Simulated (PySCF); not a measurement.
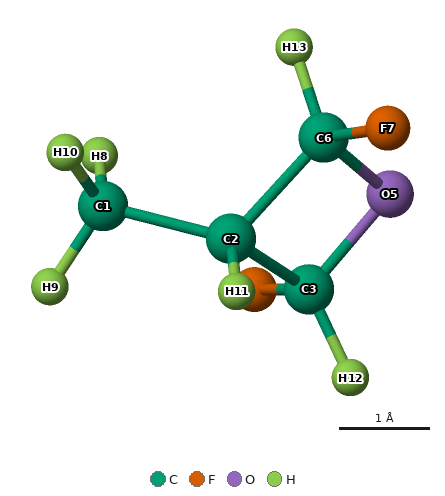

**Figure 1.** The structure as given in the input (ball-and-stick view, seen at an oblique angle; atoms are numbered from 1 in the order of the input). Bond lengths as drawn: C–C 1.51 to 1.54 Å, C–F 1.36 Å, C–H 1.09 to 1.10 Å and C–O 1.40 to 1.41 Å.

# Excited-state calculation, with input and output: C₄H₆F₂O

C₄H₆F₂O, SMILES CC1[C@@H](F)O[C@@H]1F, computed with TDDFT B3LYP/def2-SVPD, vertical, gas phase, core orbitals frozen in the response (PySCF 2.14.0).

The geometry comes from this level: GFN2-xTB.

### The program's output
```
coarse grid: 11328 points
cycle   1  E = -430.4216508580  dE =  9.894e-01  |g| = 8.568e-01  |ddm| = 5.425e+00
cycle   2  E = -430.2323450940  dE =  1.893e-01  |g| = 1.357e+00  |ddm| = 2.191e+00
cycle   3  E = -430.5536062772  dE = -3.213e-01  |g| = 9.391e-02  |ddm| = 1.322e+00
cycle   4  E = -430.5548953654  dE = -1.289e-03  |g| = 5.265e-02  |ddm| = 1.720e-01
cycle   5  E = -430.5554588248  dE = -5.635e-04  |g| = 1.161e-02  |ddm| = 6.952e-02
cycle   6  E = -430.5554782501  dE = -1.943e-05  |g| = 5.047e-03  |ddm| = 1.522e-02
cycle   7  E = -430.5554833202  dE = -5.070e-06  |g| = 4.152e-04  |ddm| = 6.111e-03
final grid: 111480 points
cycle   8  E = -430.6291045923  dE = -4.277e-05  |g| = 7.004e-03  |ddm| = 1.133e-01
cycle   9  E = -430.6290930892  dE =  1.150e-05  |g| = 1.076e-02  |ddm| = 1.836e-02
cycle  10  E = -430.6291138508  dE = -2.076e-05  |g| = 5.966e-04  |ddm| = 1.045e-02
cycle  11  E = -430.6291139204  dE = -6.960e-08  |g| = 1.904e-04  |ddm| = 1.019e-03
cycle  12  E = -430.6291139284  dE = -7.987e-09  |g| = 4.437e-05  |ddm| = 3.130e-04
cycle  13  E = -430.6291139287  dE = -3.037e-10  |g| = 2.356e-05  |ddm| = 8.039e-05
```

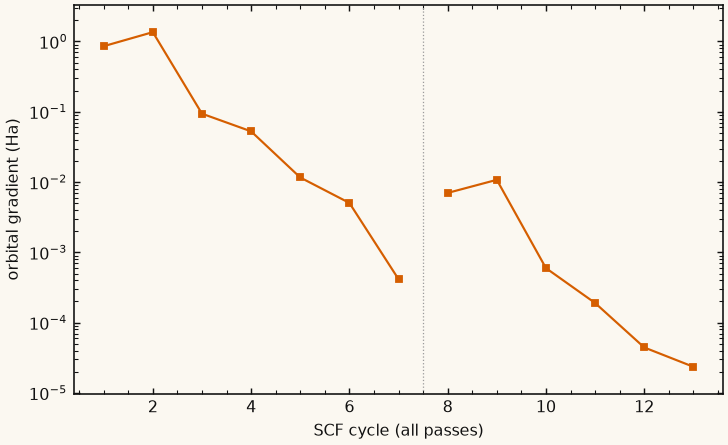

**Figure 2.** Convergence of the self-consistent field: orbital gradient against the SCF cycle. The dotted line marks the change from a coarse to the final integration grid. The first 7 cycles use a coarse grid, the final grid takes over at cycle 8, and the field converges after 13 cycles in all.

```
converged SCF energy = -430.6291139287

Static polarisability (au): isotropic 51.906, principal 47.148 53.475 55.096

Singlet excitations
state   eV       nm        f      main configurations
  1   8.0207    154.6   0.02319   H->L 0.97
  2   8.4662    146.4   0.01249   H->L+1 0.92
  3   8.5411    145.2   0.01703   H->L+2 0.69, H-1->L 0.20
  4   8.5716    144.6   0.00559   H-1->L 0.74, H->L+2 0.19
  5   8.9305    138.8   0.00088   H->L+3 0.86
  6   9.0654    136.8   0.00691   H-1->L+1 0.77, H-2->L 0.18
  7   9.1161    136.0   0.00197   H-2->L 0.74, H-1->L+1 0.16
  8   9.1963    134.8   0.03552   H-1->L+2 0.92

Triplet excitations (Tamm-Dancoff, eV): 7.8318 8.2469 8.3047
```

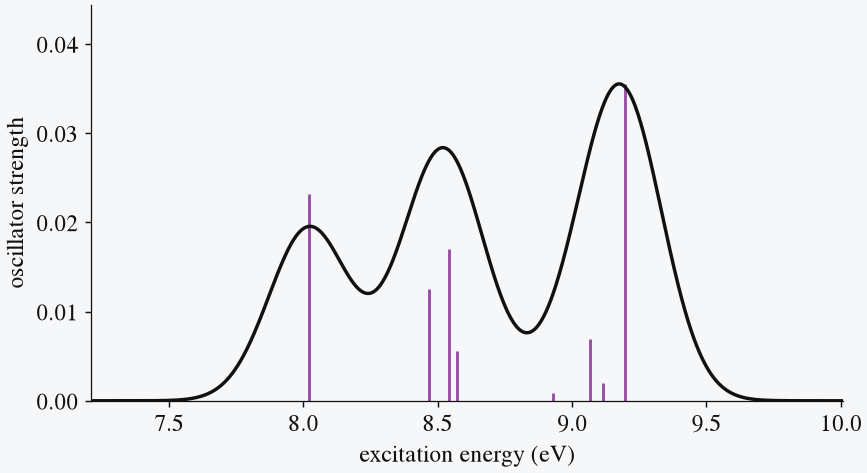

**Figure 3.** Computed excitations as sticks (degenerate states added up, dark ones marked on the axis), with a Gaussian envelope of 0.35 eV full width at half maximum, scaled to the tallest. Of the 8 states the lowest lies at 8.02 eV (f = 0.023); the strongest line is at 9.20 eV, or 135 nm (f = 0.036).

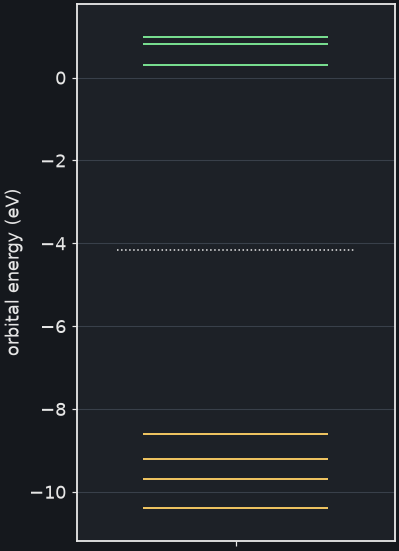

**Figure 4.** Orbital energies near the frontier; the dotted line parts filled from empty levels, and levels within 0.02 eV of each other stand side by side. Highest filled −8.61 eV, lowest empty 0.29 eV, 8.90 eV apart.

This output came from the following input.

### Input file
```
{"job": {"kind": "uv", "xc": "B3LYP", "basis": "def2-SVPD", "nstates": 8, "ntriplets": 3}, "charge": 0, "multiplicity": 1}
C      1.511484     0.105223    -0.029463
C      0.054271     0.306644    -0.389497
C     -0.829007    -0.951055    -0.507798
F     -0.194246    -2.105215    -0.160942
O     -1.671879    -0.509185     0.525739
C     -0.911569     0.652146     0.753798
F     -1.646106     1.776985     0.532110
H      1.607836    -0.593836     0.797527
H      2.052969    -0.294194    -0.883219
H      1.954363     1.056562     0.254855
H     -0.064328     0.983886    -1.235313
H     -1.353697    -1.152817    -1.448545
H     -0.514478     0.725344     1.773022
```

The first line tells a small driver script what to run in PySCF; the rest is the geometry in Å.

Launched with:
```bash
OMP_NUM_THREADS=1 python <driver script> task.json out
```

### Results in brief

| quantity | value |
| --- | --- |
| outcome | converged |
| total energy | −430.629114 hartree |
| HOMO | −8.61 eV |
| LUMO | 0.29 eV |
| dipole moment | 2.44 D |
| mean polarisability | 51.91 a.u. |
| lowest singlet excitation | 8.02 eV |
| hardware | 1 CPU thread, shared host |
| wall time | 37 s |
| peak memory | 0.74 GiB |
